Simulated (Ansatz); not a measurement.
## Electronic structure of H2MoO2S2 (SMILES [OH][Mo]([OH])(=[S])=[S]) in real space

The calculation's input:

```
crystal:
  periodic: [false, false, false]
  atoms:
    - {symbol: Mo, position_ang: [-0.698647, 0.685502, -0.126327]}
    - {symbol: O, position_ang: [-0.208569, -0.649290, -1.317072]}
    - {symbol: O, position_ang: [-0.477120, 2.355679, -0.901668]}
    - {symbol: S, position_ang: [-2.722116, 0.463969, 0.411222]}
    - {symbol: S, position_ang: [0.508929, 0.522488, 1.590543]}
    - {symbol: H, position_ang: [-0.846486, -1.158761, -1.833055]}
    - {symbol: H, position_ang: [0.284458, 2.923425, -0.727314]}
basis:
  gaussian: {orbitals: def2-TZVPD}
hamiltonian: {xc: pbe0}
output: {forces: true, orbitals: {seedname: orbitals}}
```

Command:

```sh
ansatz run input.yaml --threads 2 --pin off --max-ram 5220MiB --events-out events.jsonl --progress --plain --runs-dir runs
```

Geometry: PBE0-D4/def2-SVP; core potentials replace the inner electrons of Mo.

Method: isolated molecule in a Gaussian basis; Kohn-Sham density functional theory, functional PBE0 (Ansatz 0.2.0).

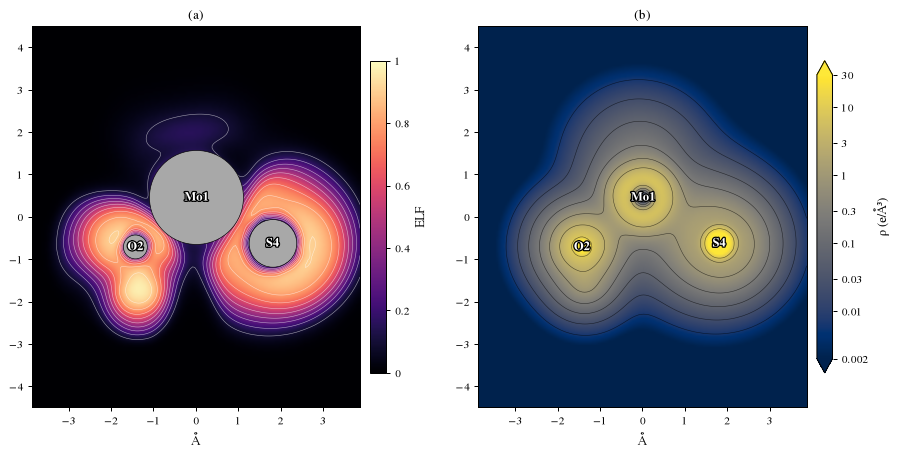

Figure 1. (a) electron localisation function; (b) electron density on the plane of atoms O2, Mo1 and S4. Grey discs cover the atomic cores in the ELF map.

**Describe what can be read from this map.**

The plane passes through Mo, O and S nuclei.
Mo–O (1.85 Å): ρ is about 1.2 e/Å³ halfway; the ELF peaks at about 0.85 in the valence shell of O, 0.5 Å from its nucleus, and drops to about 0.30 between the two atoms.
Mo–S (2.11 Å): ρ at the midpoint is about 1.1 e/Å³; the ELF peaks at about 0.75 in the valence shell of S, 0.8 Å from its nucleus, and is about 0.50 at the midpoint.

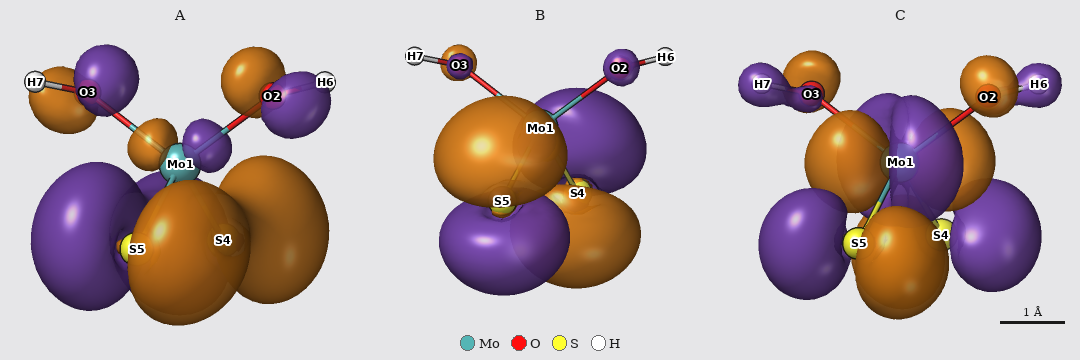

Figure 2. Three frontier orbitals at ±0.1 Å⁻³ᐟ² (orange and purple are the two phases), in no order.

**Which picture is the HOMO−1, the HOMO and the LUMO?**

A is the HOMO−1 (−8.15 eV). Its weight (Hirshfeld) is mainly on S4 (about 35 %), S5 (about 35 %) and Mo1 (about 15 %); largely a combination of lone pairs on S4 and S5. B is the HOMO (−7.31 eV). It lies mainly on S4 (about 45 %) and S5 (about 45 %); largely a combination of lone pairs on S4 and S5. C is the LUMO (−3.18 eV). It lies mainly on Mo1 (about 50 %), S4 (about 20 %) and S5 (about 20 %).

**What is the HOMO–LUMO gap?**

4.13 eV between the orbital energies.

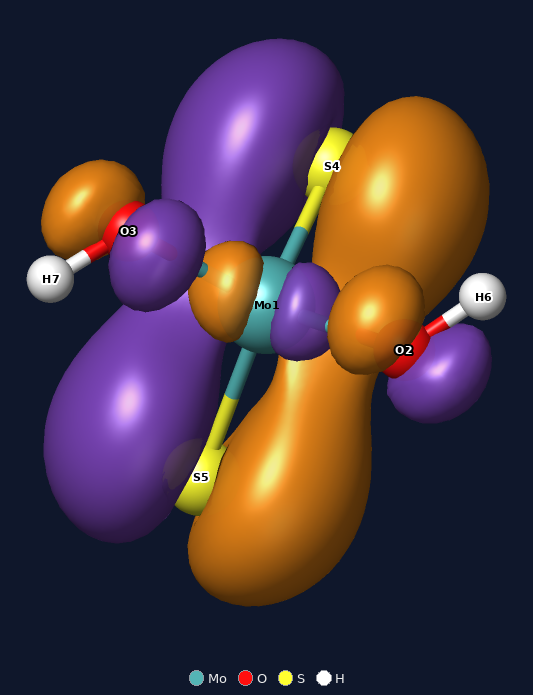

Figure 3. The HOMO−1 at ±0.1 Å⁻³ᐟ² (orange and purple are the two phases), seen from one side.

**Where does this orbital lie, and at what energy?**

Its weight (Hirshfeld) is mainly on S4 (about 35 %), S5 (about 35 %) and Mo1 (about 15 %); largely a combination of lone pairs on S4 and S5. Its energy is −8.15 eV.
